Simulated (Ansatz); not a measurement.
Consider CdS in the wurtzite structure (space group P6_3mc, No. 186; a = 4.196 Å, c = 6.830 Å).

Structures relaxed with PBE (Ansatz, a program for electronic structure, PAW, no SOC).

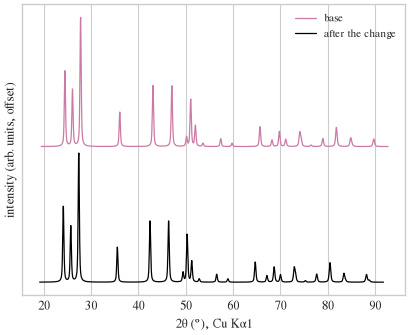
Figure: Simulated powder patterns before (top) and after one change

**Question.** What was done to the base?
A. pressure 4.5 GPa
B. pressure −2 GPa
C. pressure 30 GPa
D. pressure 0.9 GPa

**Answer.** B, pressure −2 GPa. Its volume per atom is 27.13 Å³ against 26.04 Å³, and its space group is P6_3mc (No. 186).

Load acts through the strain it causes; cell and atoms are relaxed under it. Stability against distortions was not tested. Measured, CdS leaves this structure (for rock salt) near 2.54 GPa (temperature not stated; as listed in Datta, Sujoy, Jana, Debnarayan, arXiv (2020)), on rising pressure, with hysteresis.
